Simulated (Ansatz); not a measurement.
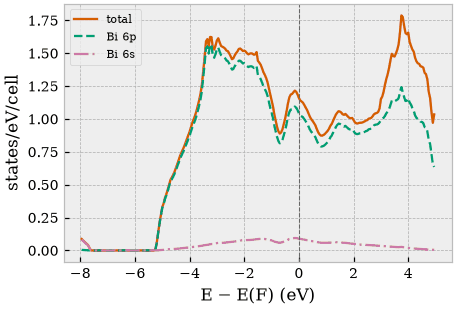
Total and projected density of states of Bi in space group P4/nmm (No. 129; Bi on 2c), r²SCAN+D4 (plane waves, PAW; program Ansatz)

### Question
Which orbitals carry the states next to the Fermi level?

### Answer
Within 0.5 eV of the Fermi level: Bi 6p 90 %, Bi 6s 8 %. Projections are on Löwdin-orthogonalised atomic valence shells; empty p or d shells of many metals are not among them.

### Question
Where is the tallest occupied peak in this window, and what makes it?

### Answer
Near -3.2 eV, about 1.6 states/eV per cell; the largest projected share is Bi 6p.

The first step of the workflow began from a Materials Project structure, measured or hypothetical; the Crystallography Open Database copy checked does not list it. It is not the phase usual at ambient conditions (space group No. 166). The r²SCAN+D4 relaxation kept the symmetry of its start; whether a distortion lowers the energy is not shown. The pairwise dispersion correction was not fitted to metals. Spin–orbit coupling is left out wherever it is not named.

Potentials: the later of the program's two PAW sets.
